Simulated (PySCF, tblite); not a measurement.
# C₅H₈O₃Si: dynamics, then NMR shifts on frames

How do NMR shifts of C₅H₈O₃Si (`C#C[Si@H](OC)OC(C)=O`) change as the atoms move?

The runs use tblite 0.8.0 and PySCF 2.14.0, with density-fitted response routines of our own; the level of theory stands in each step. All values are computed, except where a source is named. Atoms count from 0, in the outputs and in this text.

## Step 1: Starting geometry

17 atoms, charge 0, multiplicity 1; geometry from: GFN2-xTB.

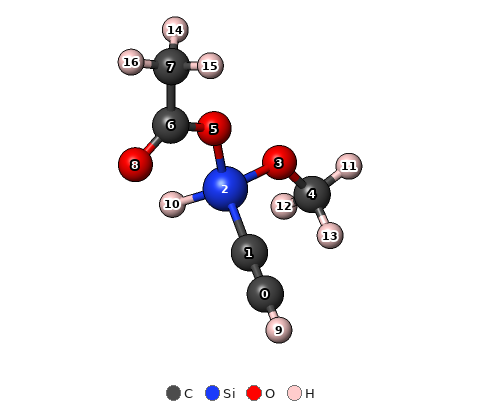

The starting geometry (carbon dark grey, silicon blue, oxygen red, hydrogen pink), atoms numbered.

## Step 2: Dynamics with GFN2-xTB

What the job is given:

```
{"job": {"kind": "md", "xc": "GFN2-xTB", "basis": "xTB", "temperature": 300, "steps": 2000, "every": 50, "frames": 5}, "charge": 0, "multiplicity": 1}
C     -1.025123     2.906454     0.019999
C     -0.876773     1.737248    -0.217355
Si    -0.645828    -0.068907    -0.571029
O     -1.459570    -1.002536     0.465809
C     -2.837860    -0.986620     0.666187
O      0.874747    -0.559206    -0.152555
C      1.960829    -0.127628    -0.773018
C      3.221913    -0.682643    -0.169109
O      1.921713     0.625613    -1.708003
H     -1.148308     3.931743     0.222566
H     -0.939450    -0.359365    -1.968984
H     -3.064879    -1.634373     1.512842
H     -3.360546    -1.353115    -0.220321
H     -3.187376     0.026028     0.878595
H      3.123355    -1.757066    -0.038076
H      3.363947    -0.233340     0.811811
H      4.072212    -0.450256    -0.802873
```

With the program's defaults for keys left out, this is: GFN2-xTB Langevin dynamics, gas phase.

Launch:

```
> OMP_NUM_THREADS=1 python probes_run.py task.json out
```

This one command runs all jobs of the session in turn.

What it wrote:

```text
t/fs     T/K      E/eV
    0.0   259.0   -782.16784
   25.0   216.5   -781.92264
   50.0   270.4   -781.82217
   75.0   310.6   -781.76230
  100.0   237.2   -781.55921
  125.0   348.2   -781.69447
  150.0   229.7   -781.66035
  175.0   314.9   -781.75774
  200.0   303.2   -781.52097
  225.0   293.1   -781.53842
  250.0   304.8   -781.57720
  275.0   367.0   -781.62210
  300.0   340.8   -781.68464
  325.0   302.8   -781.53984
  350.0   220.8   -781.38008
  375.0   366.3   -781.43928
  400.0   368.8   -781.62512
  425.0   289.3   -781.61912
  450.0   307.4   -781.73725
  475.0   246.8   -781.46237
  500.0   370.2   -781.52175
  525.0   272.0   -781.50985
  550.0   348.4   -781.62059
  575.0   356.2   -781.53805
  600.0   339.1   -781.52245
  625.0   257.4   -781.54520
  650.0   362.8   -781.60319
  675.0   338.1   -781.74338
  700.0   244.6   -781.54452
  725.0   313.6   -781.71455
  750.0   352.1   -781.52150
  775.0   345.4   -781.59486
  800.0   311.2   -781.38703
  825.0   258.9   -781.26996
  850.0   346.7   -781.48188
  875.0   417.8   -781.60668
  900.0   317.2   -781.44806
  925.0   272.7   -781.39773
  950.0   255.8   -781.51809
  975.0   288.2   -781.65743
 1000.0   269.2   -781.54513
```

It took 15 s on 1 thread of Arm Neoverse V1, shared host; peak memory 0.18 GiB.

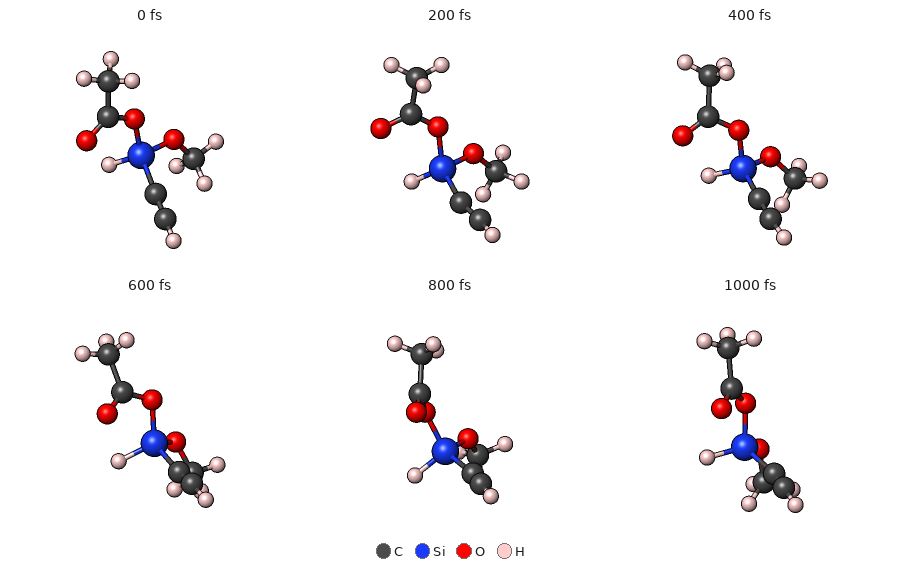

Frames of the run.

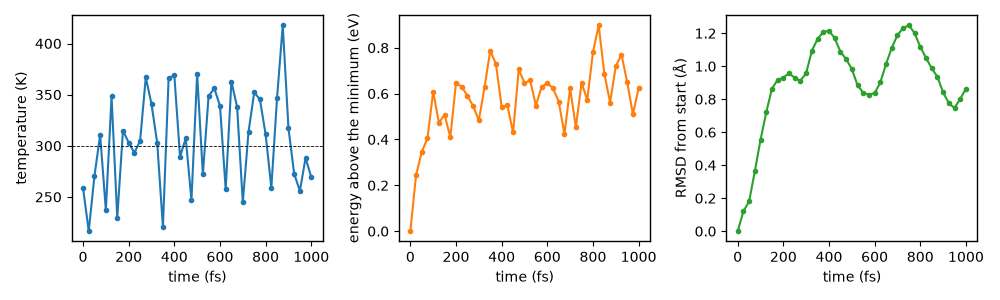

Temperature, potential energy and distance from the start.

Positions (Å) and forces (eV/Å) at 1000 fs:

```xyz
17

C    -1.096    3.364    1.518   -0.226   -0.001   -0.045
C    -1.417    2.309    1.064    0.060   -1.260   -0.605
Si   -1.260    0.770    0.054    0.100   -0.503   -0.017
O    -2.661   -0.115    0.095    0.582    0.362   -0.460
C    -3.901    0.433   -0.287   -0.177    0.294   -0.073
O    -0.069   -0.228    0.685    0.079   -0.758    0.187
C     1.246   -0.003    0.670    0.079    2.492   -0.964
C     2.201   -1.109    1.028    0.271    0.700    0.651
O     1.653    1.119    0.359   -0.421   -1.742    0.497
H    -1.130    4.301    1.903    0.232    1.538    0.791
H    -0.663    1.193   -1.231   -0.513   -0.214    0.058
H    -4.480    0.710    0.597    0.110   -0.079    0.044
H    -4.541   -0.176   -0.934    0.481   -0.810    0.386
H    -3.776    1.312   -0.898    0.315    0.693   -0.001
H     3.166   -0.958    0.479   -0.968   -0.174    0.620
H     1.777   -2.075    0.888   -0.248   -0.641   -0.457
H     2.354   -1.028    2.127    0.244    0.104   -0.613
```

## Step 3: Shielding tensors: 250 fs, PBE0/pcSseg-1

What the job is given:

```
{"job": {"kind": "nmr", "xc": "PBE0", "basis": "pcSseg-1", "pop": false}, "charge": 0, "multiplicity": 1}
C     -1.015100     3.075300     0.567900
C     -0.801700     2.038700     0.005700
Si    -0.890200     0.349500    -0.686500
O     -1.708900    -0.686900     0.311400
C     -2.992800    -0.770500     0.774700
O      0.510800    -0.407300    -0.263600
C      1.683600    -0.597500    -0.939100
C      2.705000    -1.179600     0.075200
O      1.861900    -0.206300    -2.054000
H     -1.053600     4.087400     1.046100
H     -1.319200     0.182700    -2.093500
H     -3.019400    -1.436500     1.644500
H     -3.684100    -1.121900     0.040500
H     -3.406000     0.163200     1.076300
H      2.983700    -0.379400     0.785900
H      3.580500    -1.665300    -0.460200
H      2.075400    -1.847400     0.662600
```

Level: GIAO PBE0/pcSseg-1 NMR shielding, non-relativistic, gas phase.

What it wrote:

```text
coarse grid: 15272 points
cycle   1  E = -709.5220688648  dE =  1.364e+00  |g| = 1.166e+00  |ddm| = 3.743e+00
cycle   2  E = -709.0977821981  dE =  4.243e-01  |g| = 1.920e+00  |ddm| = 2.212e+00
cycle   3  E = -709.7649345460  dE = -6.672e-01  |g| = 2.428e-01  |ddm| = 1.528e+00
cycle   4  E = -709.7749532015  dE = -1.002e-02  |g| = 1.089e-01  |ddm| = 2.230e-01
cycle   5  E = -709.7768134678  dE = -1.860e-03  |g| = 3.634e-02  |ddm| = 8.183e-02
cycle   6  E = -709.7770890640  dE = -2.756e-04  |g| = 6.366e-03  |ddm| = 3.115e-02
cycle   7  E = -709.7770950556  dE = -5.992e-06  |g| = 2.853e-03  |ddm| = 5.409e-03
final grid: 144568 points
cycle   8  E = -709.8627383536  dE = -1.312e-05  |g| = 1.468e-02  |ddm| = 2.360e-02
cycle   9  E = -709.8626759510  dE =  6.240e-05  |g| = 2.366e-02  |ddm| = 2.278e-02
cycle  10  E = -709.8627749687  dE = -9.902e-05  |g| = 2.780e-03  |ddm| = 1.503e-02
cycle  11  E = -709.8627765241  dE = -1.555e-06  |g| = 5.841e-04  |ddm| = 1.946e-03
cycle  12  E = -709.8627765941  dE = -7.002e-08  |g| = 1.578e-04  |ddm| = 5.359e-04
cycle  13  E = -709.8627765993  dE = -5.169e-09  |g| = 6.868e-05  |ddm| = 1.403e-04
cycle  14  E = -709.8627766002  dE = -9.081e-10  |g| = 2.265e-05  |ddm| = 5.404e-05
converged SCF energy = -709.8627766002

GIAO shielding tensors (ppm)
atom      isotropic    diamagn.    paramagn.     s11        s22        s33       span
  0 C       83.070     264.832    -181.761     -4.399      3.161    250.450    254.849
  1 C      101.072     264.071    -162.999      4.546      9.484    289.185    284.639
  2 Si     403.044     883.436    -480.391    382.151    396.594    430.388     48.237
  3 O      304.630     402.594     -97.964    243.779    301.671    368.440    124.661
  4 C      141.352     236.443     -95.091    114.134    117.865    192.056     77.922
  5 O       88.031     405.975    -317.944    -45.513    104.006    205.601    251.114
  6 C       11.606     248.571    -236.965    -97.509     65.170     67.157    164.666
  7 C      155.095     253.332     -98.237    133.213    141.892    190.179     56.967
  8 O     -134.356     401.661    -536.017   -397.346   -249.480    243.758    641.104
  9 H       27.755      30.706      -2.951     23.056     23.170     37.039     13.983
 10 H       26.147      29.886      -3.739     23.382     23.631     31.430      8.049
 11 H       27.844      27.376       0.468     23.112     25.487     34.934     11.822
 12 H       28.582      27.203       1.379     24.192     25.963     35.592     11.400
 13 H       28.689      28.439       0.250     24.130     27.039     34.897     10.767
 14 H       28.564      29.642      -1.078     25.447     28.102     32.144      6.697
 15 H       28.664      25.589       3.075     25.039     26.379     34.573      9.534
 16 H       28.957      30.875      -1.918     24.752     30.436     31.681      6.929
```

It took 28 s on 1 thread of Arm Neoverse V1, shared host; peak memory 0.9 GiB.

The references, computed at this level on geometries of the same kind, shield at (ppm): ¹H TMS 31.72, ¹³C TMS 186.9, ²⁹Si TMS 349.2, ¹⁷O H2O 336.1. Their shielding less the atom's gives the shift. The references are single molecules in the gas phase, so shifts against H2O, NH3, PH3, H3PO4 or CFCl3 are not on the usual liquid scales and can be off by tens of ppm. Each atom is listed at this fixed geometry, with no averaging over motion; a spectrum would average atoms that exchange fast.

```csv
atoms,environment,σ (ppm),δ (ppm)
C6,carbonyl carbon,11.6,175.3
C0,terminal alkyne carbon,83.1,103.9
C1,alkyne carbon,101.1,85.9
C4,methyl carbon bonded to O,141.4,45.6
C7,methyl carbon α to a carbonyl,155.1,31.8
H10,"hydrogen on a silicon bonded to C, 2 O",26.15,5.57
H9,hydrogen on a terminal alkyne carbon,27.75,3.96
H11,hydrogen on a methyl carbon bonded to O,27.84,3.87
H14,hydrogen on a methyl carbon α to a carbonyl,28.56,3.15
H12,hydrogen on a methyl carbon bonded to O,28.58,3.13
H15,hydrogen on a methyl carbon α to a carbonyl,28.66,3.05
H13,hydrogen on a methyl carbon bonded to O,28.69,3.03
H16,hydrogen on a methyl carbon α to a carbonyl,28.96,2.76
Si2,"silicon bonded to C, 2 O, H",403.0,-53.9
O8,carbonyl oxygen,-134.4,470.4
O5,"oxygen bonded to C, Si",88.0,248.0
O3,"oxygen bonded to C, Si",304.6,31.4
```

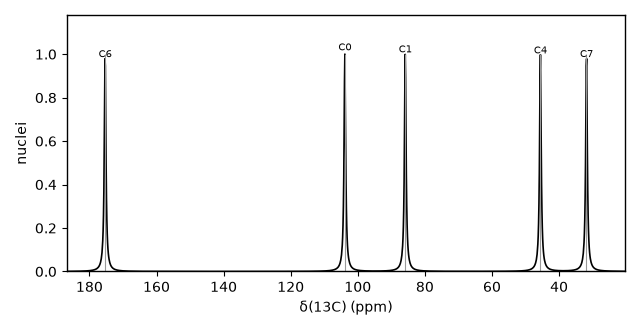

¹³C lines at the computed shifts, without couplings. Lines are broadened to a width of 0.57 ppm (Lorentzian).

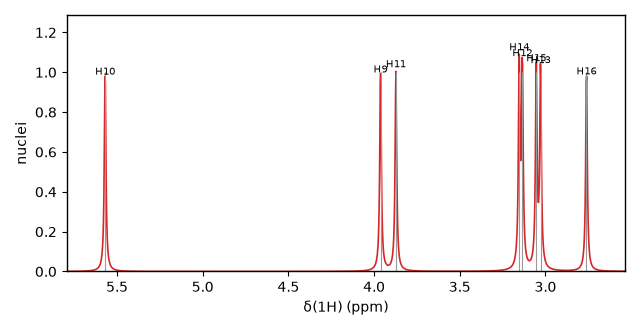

¹H lines at the computed shifts, without couplings. Lines are broadened to a width of 0.01 ppm (Lorentzian).

## Step 4: Nuclear shieldings: 425 fs, PBE0/pcSseg-1

What the job is given:

```
{"job": {"kind": "nmr", "xc": "PBE0", "basis": "pcSseg-1", "pop": false}, "charge": 0, "multiplicity": 1}
C     -0.795900     3.206800     0.761300
C     -0.839300     2.140600     0.223000
Si    -0.800800     0.340900    -0.417400
O     -1.895600    -0.504800     0.460100
C     -3.233200    -0.321800     0.644400
O      0.572800    -0.409700     0.236100
C      1.599000    -0.421400    -0.613900
C      2.609900    -1.431700    -0.159400
O      1.709700     0.204000    -1.652600
H     -0.576000     4.148400     1.091100
H     -1.020300     0.302200    -1.815600
H     -3.629700    -0.141600    -0.372600
H     -3.386500     0.640400     1.181500
H     -3.730100    -1.170000     1.074300
H      3.191000    -0.903100     0.603300
H      3.302500    -1.706800    -0.978300
H      2.215600    -2.387300     0.285000
```

With the program's defaults for keys left out, this is: GIAO PBE0/pcSseg-1 NMR shielding, non-relativistic, gas phase.

What it wrote:

```text
coarse grid: 15272 points
cycle   1  E = -709.5335853636  dE =  1.416e+00  |g| = 1.146e+00  |ddm| = 3.778e+00
cycle   2  E = -709.1244878919  dE =  4.091e-01  |g| = 1.888e+00  |ddm| = 2.160e+00
cycle   3  E = -709.7614983835  dE = -6.370e-01  |g| = 3.017e-01  |ddm| = 1.477e+00
cycle   4  E = -709.7773720074  dE = -1.587e-02  |g| = 1.078e-01  |ddm| = 2.484e-01
cycle   5  E = -709.7791733898  dE = -1.801e-03  |g| = 3.335e-02  |ddm| = 7.933e-02
cycle   6  E = -709.7794191240  dE = -2.457e-04  |g| = 5.662e-03  |ddm| = 3.060e-02
cycle   7  E = -709.7794233928  dE = -4.269e-06  |g| = 3.452e-03  |ddm| = 5.681e-03
cycle   8  E = -709.7794260024  dE = -2.610e-06  |g| = 8.357e-04  |ddm| = 2.564e-03
final grid: 144568 points
cycle   9  E = -709.8637902446  dE = -2.003e-05  |g| = 1.373e-02  |ddm| = 2.346e-02
cycle  10  E = -709.8637405600  dE =  4.968e-05  |g| = 2.157e-02  |ddm| = 2.037e-02
cycle  11  E = -709.8638229371  dE = -8.238e-05  |g| = 2.651e-03  |ddm| = 1.317e-02
cycle  12  E = -709.8638242862  dE = -1.349e-06  |g| = 5.577e-04  |ddm| = 1.787e-03
cycle  13  E = -709.8638243458  dE = -5.961e-08  |g| = 1.504e-04  |ddm| = 4.883e-04
cycle  14  E = -709.8638243505  dE = -4.754e-09  |g| = 4.592e-05  |ddm| = 1.236e-04
cycle  15  E = -709.8638243508  dE = -3.060e-10  |g| = 2.622e-05  |ddm| = 4.337e-05
converged SCF energy = -709.8638243508

GIAO shielding tensors (ppm)
atom      isotropic    diamagn.    paramagn.     s11        s22        s33       span
  0 C       89.613     262.587    -172.974      2.597      7.733    258.509    255.911
  1 C       94.265     267.911    -173.646     -3.346     -0.448    286.588    289.934
  2 Si     394.885     882.782    -487.898    353.920    402.082    428.652     74.732
  3 O      316.603     403.557     -86.954    272.764    313.186    363.860     91.096
  4 C      137.339     242.861    -105.522    110.561    118.405    183.052     72.492
  5 O       91.659     403.333    -311.674    -49.737    134.423    190.292    240.029
  6 C        3.949     248.281    -244.332    -96.013     31.695     76.164    172.177
  7 C      159.130     246.116     -86.986    133.766    153.986    189.638     55.872
  8 O     -134.287     403.504    -537.791   -398.644   -226.585    222.369    621.013
  9 H       30.798      34.719      -3.921     25.247     25.670     41.478     16.231
 10 H       26.783      31.270      -4.487     23.770     24.856     31.723      7.953
 11 H       27.569      27.045       0.524     22.621     25.485     34.602     11.981
 12 H       27.147      27.151      -0.004     22.327     26.146     32.967     10.640
 13 H       27.998      27.861       0.137     23.878     25.706     34.411     10.533
 14 H       29.190      27.037       2.153     26.216     27.812     33.542      7.326
 15 H       29.309      26.108       3.202     25.262     27.764     34.901      9.639
 16 H       28.433      27.756       0.676     24.324     28.022     32.951      8.627
```

It took 28 s on 1 thread of Arm Neoverse V1, shared host; peak memory 0.9 GiB.

This run: δ C6 183.0, C0 97.3, C1 92.7, C4 49.6, H10 4.93, H12 4.57 ppm.

(Part 1 of 2 ends here.)
